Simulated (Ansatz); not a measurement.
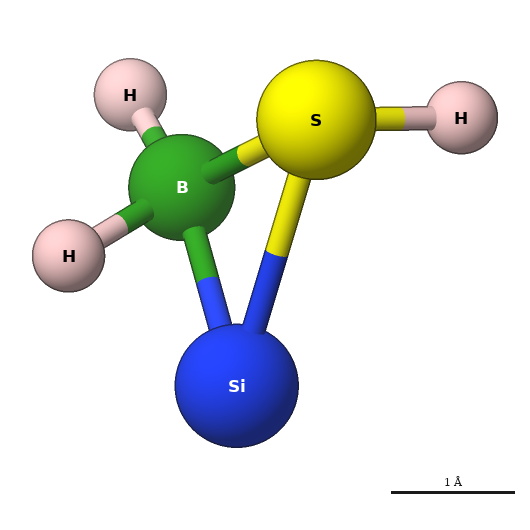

A ball-and-stick model of a molecule.

The geometry was computed by an optimisation with PBE0-D4/def2-TZVP. No frequency run is at hand to confirm it as a minimum.

Question: Which formula does it have?

Answer: BH₃SSi, 6 atoms: 1 boron, 3 hydrogen, 1 sulfur and 1 silicon.

Question: How many sets of symmetry-equivalent atoms are there?

Answer: 6: 1 B, 1 Si, 1 S, 1 H, 1 H, 1 H.

Question: How many bonds of each kind are drawn?

Answer: 2 B–H, 1 B–Si, 1 S–Si, 1 S–H, 1 B–S. Sticks follow a distance rule.

Question: What is the point group of this geometry?

Answer: C1.

The parts below concern this one geometry. Atoms keep their numbers from picture to picture.

## Shape

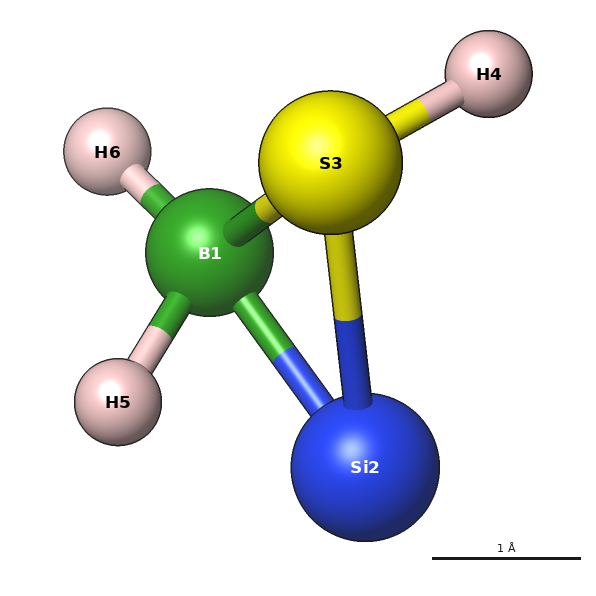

Atoms carry their numbers in the input. No frequency run is at hand to confirm it as a minimum.

What are the angles Si2–B1–S3, Si2–B1–H5, Si2–B1–H6, S3–B1–H5, S3–B1–H6, H5–B1–H6, B1–Si2–S3, B1–S3–Si2, B1–S3–H4, Si2–S3–H4?

```csv
angle,degrees
Si2–B1–S3,76.3
Si2–B1–H5,62.9
Si2–B1–H6,160.3
S3–B1–H5,93.9
S3–B1–H6,123.2
H5–B1–H6,114.6
B1–Si2–S3,53.1
B1–S3–Si2,50.6
B1–S3–H4,97.7
Si2–S3–H4,97.0
```

## Electronic properties

No frequency run is at hand to confirm it as a minimum. Method: RKS PBE0-D4/def2-TZVPP (Ansatz 0.2.0).

What does the calculation give?

- HOMO energy (Kohn–Sham orbital): −6.33 eV
- LUMO energy (Kohn–Sham orbital): −1.58 eV
- HOMO–LUMO gap: 4.74 eV

## Dipole moment

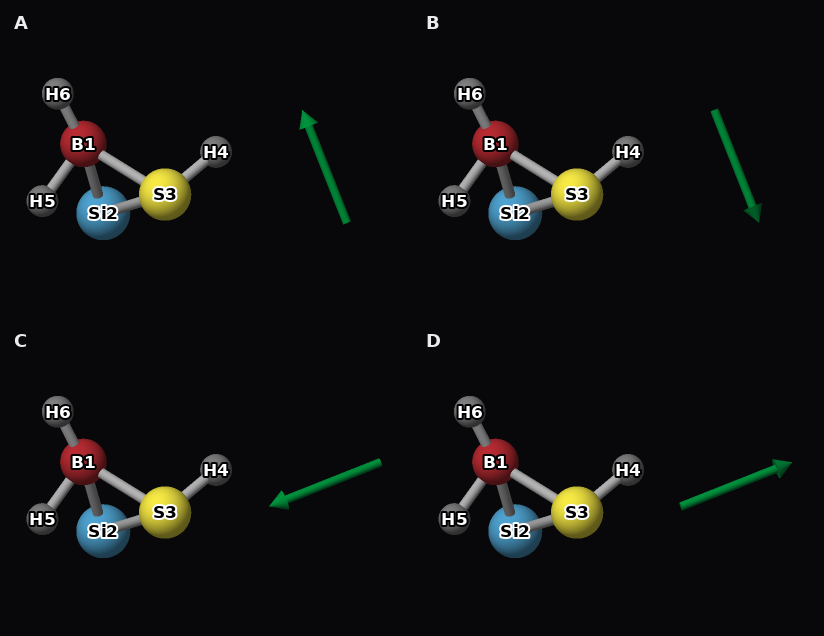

The same molecule four times, each with an arrow. No frequency run is at hand to confirm it as a minimum. Method: RKS PBE0-D4/def2-TZVP (Ansatz 0.2.0).

Question: Which arrow points along the dipole moment, from the negative to the positive end?

Answer: D. The dipole moment is 0.97 D; it points from the side of H5 to the side of H4 (the outermost atoms at the two ends).

## Charges

The questions are on Mulliken charges. No frequency run is at hand to confirm it as a minimum. Properties computed with RKS PBE0-D4/def2-TZVP (Ansatz 0.2.0).

Question: Which atom carries the highest charge (most positive or least negative)?

Answer: H4 (0.17 e).

Question: And the lowest?

Answer: B1, S3 (−0.13 e).

List the Mulliken charges.

```json
{"atom": "B1", "value (e)": "−0.13"}
{"atom": "Si2", "value (e)": "−0.04"}
{"atom": "S3", "value (e)": "−0.13"}
{"atom": "H4", "value (e)": "0.17"}
{"atom": "H5", "value (e)": "0.08"}
{"atom": "H6", "value (e)": "0.05"}
```

Mulliken values depend strongly on the basis set and can even reverse the polarity of a bond.
